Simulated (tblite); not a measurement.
**C3H8OSi: geometry relaxation**

The run: geometry relaxation of C3H8OSi. Method and program: GFN2-xTB geometry optimisation, gas phase (tblite 0.8.0).

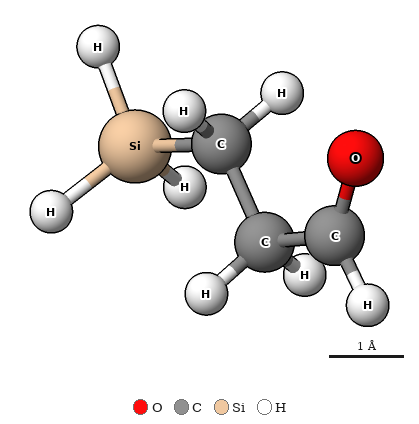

The input geometry (ball-and-stick view, seen at a tilt). Bond lengths as drawn: C–C 1.52 Å, C–H 1.09 to 1.11 Å, C–O 1.23 Å, C–Si 1.86 Å and H–Si 1.48 to 1.49 Å.

### The input
```
{"job": {"xc": "GFN2-xTB", "basis": "xTB", "kind": "relax"}, "charge": 0, "multiplicity": 1}
O     -2.464100     0.460400     1.174500
C     -2.220300     0.054000     0.040400
C     -0.810600    -0.169300    -0.483500
C      0.262100     0.198200     0.523400
Si     2.013500    -0.050000    -0.049400
H     -3.033500    -0.197000    -0.657400
H     -0.720800     0.449600    -1.394700
H     -0.738300    -1.213600    -0.779700
H      0.143900     1.233500     0.839200
H      0.111900    -0.410600     1.442700
H      2.223000    -1.471000    -0.434000
H      2.253600     0.788800    -1.255100
H      2.975300     0.327200     1.016000
```

The first line tells a small driver script what to run in tblite; the rest is the geometry in Å.

Run as:
```bash
OMP_NUM_THREADS=1 python <driver script> task.json out
```

### What the program printed
```
step      E/eV     max force
  0    -442.52399    2.320
  1    -442.55891    3.048
  2    -442.60983    0.279
  3    -442.61372    0.146
  4    -442.61724    0.142
  5    -442.61853    0.127
  6    -442.62029    0.087
  7    -442.62094    0.067
  8    -442.62140    0.047
  9    -442.62162    0.034
 10    -442.62162    0.034
 11    -442.62170    0.031
 12    -442.62184    0.037
 13    -442.62193    0.037
 14    -442.62207    0.053
 15    -442.62223    0.046
 16    -442.62231    0.035
 17    -442.62248    0.045
 18    -442.62268    0.072
 19    -442.62289    0.066
 20    -442.62302    0.028
 21    -442.62309    0.023
 22    -442.62316    0.037
 23    -442.62326    0.055
 24    -442.62338    0.053
 25    -442.62351    0.030
 26    -442.62359    0.027
 27    -442.62363    0.019
 28    -442.62365    0.014
 29    -442.62367    0.013
 30    -442.62368    0.013
 31    -442.62370    0.011
 32    -442.62370    0.009
 33    -442.62371    0.009
 34    -442.62372    0.009
 35    -442.62373    0.008
 36    -442.62373    0.005
 37    -442.62374    0.005
 38    -442.62374    0.005
 39    -442.62374    0.005
 40    -442.62374    0.003
```

### Trajectory as extended XYZ (Å, eV, eV/Å), 12 frames, from step=0 to step=40
```
13
Properties=species:S:1:pos:R:3:forces:R:3 step=0 energy=-442.52399
O    -2.4641    0.4604    1.1745    0.3000  -0.7140  -2.1430
C    -2.2203    0.0540    0.0404    0.2740   0.6130   2.2210
C    -0.8106   -0.1693   -0.4835   -0.6310   0.5180  -0.1780
C     0.2621    0.1982    0.5234   -0.5400  -0.3080   0.9620
Si    2.0135   -0.0500   -0.0494    1.1930  -0.1950  -0.5940
H    -3.0335   -0.1970   -0.6574    0.0160   0.0160  -0.0680
H    -0.7208    0.4496   -1.3947    0.0180  -0.2600   0.2020
H    -0.7383   -1.2136   -0.7797    0.0340  -0.1100  -0.0960
H     0.1439    1.2335    0.8392   -0.2110   0.0720  -0.0070
H     0.1119   -0.4106    1.4427   -0.0730   0.3310  -0.4420
H     2.2230   -1.4710   -0.4340   -0.0490   0.3270   0.1100
H     2.2536    0.7888   -1.2551   -0.0410  -0.1930   0.2940
H     2.9753    0.3272    1.0160   -0.2890  -0.0970  -0.2610
13
Properties=species:S:1:pos:R:3:forces:R:3 step=3 energy=-442.61372
O    -2.4648    0.4558    1.1576   -0.0390  -0.0180  -0.0840
C    -2.2106    0.0552    0.0564    0.0110  -0.0020   0.1080
C    -0.8224   -0.1611   -0.4830    0.0380   0.0130   0.0670
C     0.2556    0.1940    0.5381    0.1010   0.0060  -0.0050
Si    2.0388   -0.0546   -0.0635    0.0670  -0.0260  -0.0880
H    -3.0283   -0.1957   -0.6569    0.1450   0.0130   0.0060
H    -0.7204    0.4437   -1.3907   -0.0030  -0.0640   0.0410
H    -0.7389   -1.2121   -0.7818   -0.0350   0.0810  -0.0230
H     0.1366    1.2353    0.8399   -0.1360   0.0040   0.0210
H     0.1068   -0.4055    1.4370   -0.1280   0.0170   0.0200
H     2.2224   -1.4630   -0.4313    0.0250   0.0340   0.0110
H     2.2532    0.7841   -1.2479    0.0290  -0.0210   0.0230
H     2.9675    0.3244    1.0085   -0.0760  -0.0380  -0.0960
13
Properties=species:S:1:pos:R:3:forces:R:3 step=7 energy=-442.62094
O    -2.4738    0.4574    1.1590    0.0100  -0.0090  -0.0050
C    -2.2029    0.0545    0.0638   -0.0150   0.0280   0.0080
C    -0.8157   -0.1591   -0.4741   -0.0360  -0.0130  -0.0140
C     0.2625    0.1957    0.5421   -0.0650   0.0040   0.0160
Si    2.0405   -0.0572   -0.0730   -0.0320   0.0020  -0.0040
H    -3.0072   -0.1963   -0.6607    0.0480  -0.0160  -0.0240
H    -0.7207    0.4375   -1.3856    0.0110   0.0400   0.0020
H    -0.7432   -1.2049   -0.7848    0.0130  -0.0330   0.0200
H     0.1180    1.2343    0.8427   -0.0010   0.0220   0.0160
H     0.0902   -0.4014    1.4384    0.0080  -0.0060   0.0370
H     2.2278   -1.4638   -0.4321    0.0120  -0.0210  -0.0210
H     2.2596    0.7841   -1.2505    0.0170   0.0020  -0.0330
H     2.9605    0.3197    0.9971    0.0290   0.0000   0.0030
13
Properties=species:S:1:pos:R:3:forces:R:3 step=10 energy=-442.62162
O    -2.4748    0.4575    1.1601    0.0110  -0.0090  -0.0260
C    -2.2023    0.0560    0.0648   -0.0210  -0.0040  -0.0100
C    -0.8163   -0.1593   -0.4739   -0.0160  -0.0040   0.0020
C     0.2595    0.1961    0.5440   -0.0030   0.0040  -0.0020
Si    2.0376   -0.0573   -0.0740    0.0120  -0.0020  -0.0090
H    -3.0017   -0.1975   -0.6633    0.0050  -0.0040  -0.0120
H    -0.7201    0.4392   -1.3845    0.0080   0.0200   0.0120
H    -0.7430   -1.2063   -0.7840    0.0050   0.0010   0.0230
H     0.1154    1.2352    0.8440   -0.0010   0.0140   0.0140
H     0.0884   -0.4009    1.4406    0.0040  -0.0060   0.0330
H     2.2295   -1.4657   -0.4338   -0.0040   0.0240  -0.0100
H     2.2617    0.7845   -1.2535   -0.0010  -0.0250   0.0060
H     2.9616    0.3190    0.9958    0.0020  -0.0080  -0.0220
13
Properties=species:S:1:pos:R:3:forces:R:3 step=14 energy=-442.62207
O    -2.4745    0.4566    1.1572   -0.0360   0.0140   0.0370
C    -2.2038    0.0550    0.0623    0.0150  -0.0130  -0.0420
C    -0.8170   -0.1591   -0.4732    0.0190   0.0010   0.0140
C     0.2586    0.1966    0.5462    0.0020   0.0060   0.0100
Si    2.0369   -0.0571   -0.0744   -0.0250   0.0030   0.0090
H    -3.0022   -0.1986   -0.6666    0.0020  -0.0030  -0.0080
H    -0.7187    0.4423   -1.3819    0.0070  -0.0040   0.0070
H    -0.7419   -1.2066   -0.7802    0.0060   0.0040  -0.0010
H     0.1152    1.2364    0.8463   -0.0020  -0.0050   0.0070
H     0.0895   -0.4004    1.4445   -0.0010   0.0090   0.0000
H     2.2289   -1.4630   -0.4362   -0.0030  -0.0150  -0.0130
H     2.2618    0.7807   -1.2540   -0.0010   0.0030  -0.0200
H     2.9629    0.3177    0.9922    0.0150   0.0000   0.0000
13
Properties=species:S:1:pos:R:3:forces:R:3 step=18 energy=-442.62268
O    -2.4847    0.4549    1.1516   -0.0070  -0.0150  -0.0470
C    -2.2053    0.0535    0.0575   -0.0190   0.0190   0.0670
C    -0.8144   -0.1581   -0.4679   -0.0150   0.0050   0.0020
C     0.2576    0.1992    0.5539    0.0090   0.0000   0.0040
Si    2.0322   -0.0566   -0.0745    0.0470  -0.0090  -0.0230
H    -3.0004   -0.2015   -0.6750    0.0240  -0.0030  -0.0100
H    -0.7128    0.4455   -1.3747    0.0090  -0.0130  -0.0060
H    -0.7368   -1.2054   -0.7746    0.0100   0.0060  -0.0090
H     0.1136    1.2384    0.8538   -0.0020   0.0110   0.0060
H     0.0905   -0.3969    1.4526   -0.0070  -0.0040   0.0050
H     2.2258   -1.4620   -0.4447   -0.0200   0.0080   0.0100
H     2.2604    0.7745   -1.2607   -0.0210   0.0000   0.0140
H     2.9698    0.3150    0.9848   -0.0090  -0.0040  -0.0120
13
Properties=species:S:1:pos:R:3:forces:R:3 step=21 energy=-442.62309
O    -2.4953    0.4540    1.1481    0.0050   0.0040   0.0110
C    -2.2067    0.0530    0.0571    0.0050  -0.0040  -0.0080
C    -0.8132   -0.1569   -0.4633    0.0080   0.0050   0.0010
C     0.2588    0.2012    0.5590    0.0060  -0.0020   0.0000
Si    2.0332   -0.0572   -0.0766   -0.0120   0.0010   0.0040
H    -2.9954   -0.2035   -0.6812    0.0070  -0.0080  -0.0190
H    -0.7078    0.4448   -1.3709   -0.0070   0.0040  -0.0030
H    -0.7321   -1.2033   -0.7729   -0.0020   0.0020   0.0110
H     0.1125    1.2406    0.8595    0.0160  -0.0070  -0.0050
H     0.0901   -0.3950    1.4578    0.0110  -0.0010  -0.0060
H     2.2209   -1.4623   -0.4493   -0.0170  -0.0010   0.0120
H     2.2565    0.7718   -1.2646   -0.0190   0.0090   0.0090
H     2.9740    0.3132    0.9794   -0.0010  -0.0020  -0.0070
13
Properties=species:S:1:pos:R:3:forces:R:3 step=25 energy=-442.62351
O    -2.5031    0.4530    1.1445   -0.0010  -0.0100  -0.0170
C    -2.2067    0.0521    0.0555    0.0120   0.0010  -0.0270
C    -0.8106   -0.1544   -0.4589   -0.0030  -0.0080  -0.0070
C     0.2610    0.2025    0.5636   -0.0150   0.0060  -0.0020
Si    2.0312   -0.0577   -0.0778   -0.0060   0.0000   0.0020
H    -2.9872   -0.2077   -0.6922    0.0030   0.0070   0.0290
H    -0.7052    0.4459   -1.3677    0.0000   0.0050   0.0070
H    -0.7281   -1.2008   -0.7673   -0.0010  -0.0080   0.0030
H     0.1171    1.2415    0.8638    0.0070   0.0130   0.0060
H     0.0935   -0.3942    1.4616    0.0030  -0.0060   0.0050
H     2.2097   -1.4631   -0.4493   -0.0050  -0.0190   0.0010
H     2.2457    0.7728   -1.2651   -0.0080   0.0150  -0.0090
H     2.9782    0.3107    0.9716    0.0140   0.0030   0.0090
13
Properties=species:S:1:pos:R:3:forces:R:3 step=29 energy=-442.62367
O    -2.5064    0.4516    1.1410    0.0050   0.0030   0.0060
C    -2.2059    0.0518    0.0528   -0.0030  -0.0040   0.0010
C    -0.8092   -0.1541   -0.4577    0.0050   0.0000   0.0000
C     0.2610    0.2038    0.5660    0.0060   0.0010   0.0010
Si    2.0302   -0.0579   -0.0783    0.0020   0.0000   0.0000
H    -2.9846   -0.2090   -0.6947   -0.0120  -0.0010  -0.0050
H    -0.7035    0.4471   -1.3657    0.0070  -0.0010  -0.0030
H    -0.7262   -1.2009   -0.7648    0.0030  -0.0010  -0.0030
H     0.1193    1.2433    0.8666   -0.0040  -0.0030   0.0020
H     0.0950   -0.3941    1.4639   -0.0030   0.0040  -0.0010
H     2.2043   -1.4651   -0.4493   -0.0030   0.0020   0.0030
H     2.2401    0.7744   -1.2663   -0.0050   0.0010   0.0030
H     2.9815    0.3096    0.9688    0.0020  -0.0020  -0.0040
13
Properties=species:S:1:pos:R:3:forces:R:3 step=32 energy=-442.62370
O    -2.5061    0.4514    1.1405    0.0030   0.0010   0.0030
C    -2.2059    0.0514    0.0523    0.0020   0.0000  -0.0040
C    -0.8085   -0.1541   -0.4577   -0.0030   0.0010   0.0000
C     0.2615    0.2041    0.5665   -0.0060  -0.0020  -0.0030
Si    2.0305   -0.0581   -0.0785   -0.0080   0.0020   0.0040
H    -2.9855   -0.2092   -0.6952    0.0040   0.0010   0.0040
H    -0.7022    0.4472   -1.3657    0.0040  -0.0040   0.0000
H    -0.7254   -1.2011   -0.7648    0.0040   0.0050  -0.0010
H     0.1193    1.2436    0.8675   -0.0020  -0.0040  -0.0020
H     0.0948   -0.3936    1.4642   -0.0010   0.0020   0.0010
H     2.2025   -1.4656   -0.4486    0.0000   0.0010   0.0000
H     2.2378    0.7753   -1.2660   -0.0010   0.0000   0.0000
H     2.9826    0.3091    0.9678    0.0040  -0.0010  -0.0020
13
Properties=species:S:1:pos:R:3:forces:R:3 step=36 energy=-442.62373
O    -2.5051    0.4513    1.1403    0.0010   0.0000   0.0000
C    -2.2057    0.0513    0.0518    0.0020   0.0030   0.0040
C    -0.8083   -0.1541   -0.4579    0.0040  -0.0010  -0.0020
C     0.2608    0.2041    0.5669    0.0010   0.0010   0.0040
Si    2.0296   -0.0579   -0.0780    0.0010   0.0000   0.0000
H    -2.9858   -0.2092   -0.6949    0.0030   0.0000  -0.0010
H    -0.7001    0.4468   -1.3658   -0.0020   0.0020  -0.0030
H    -0.7238   -1.2007   -0.7652   -0.0010  -0.0040  -0.0010
H     0.1185    1.2434    0.8678   -0.0030   0.0040  -0.0020
H     0.0942   -0.3930    1.4649   -0.0040  -0.0030   0.0020
H     2.2011   -1.4656   -0.4481   -0.0010   0.0020   0.0000
H     2.2358    0.7757   -1.2657   -0.0010  -0.0010   0.0010
H     2.9844    0.3084    0.9663    0.0000  -0.0010  -0.0020
13
Properties=species:S:1:pos:R:3:forces:R:3 step=40 energy=-442.62374
O    -2.5044    0.4513    1.1403    0.0020   0.0010   0.0000
C    -2.2051    0.0514    0.0518    0.0010  -0.0020  -0.0010
C    -0.8078   -0.1542   -0.4582    0.0000   0.0000   0.0010
C     0.2606    0.2042    0.5675    0.0000   0.0000  -0.0020
Si    2.0293   -0.0578   -0.0776    0.0000   0.0000   0.0000
H    -2.9852   -0.2092   -0.6948    0.0010   0.0010  -0.0010
H    -0.6997    0.4468   -1.3662   -0.0010   0.0000   0.0020
H    -0.7233   -1.2009   -0.7655   -0.0010   0.0010   0.0010
H     0.1176    1.2437    0.8676   -0.0010  -0.0010   0.0010
H     0.0933   -0.3933    1.4653   -0.0020   0.0020  -0.0010
H     2.2004   -1.4653   -0.4479    0.0000  -0.0010  -0.0010
H     2.2346    0.7757   -1.2654   -0.0010   0.0000  -0.0010
H     2.9852    0.3080    0.9655    0.0010   0.0010   0.0010
```

### Results in brief

| quantity | value |
| --- | --- |
| outcome | converged |
| total energy | −442.6237 eV |
| hardware | 1 CPU thread, shared host |
| peak memory | 0.18 GiB |
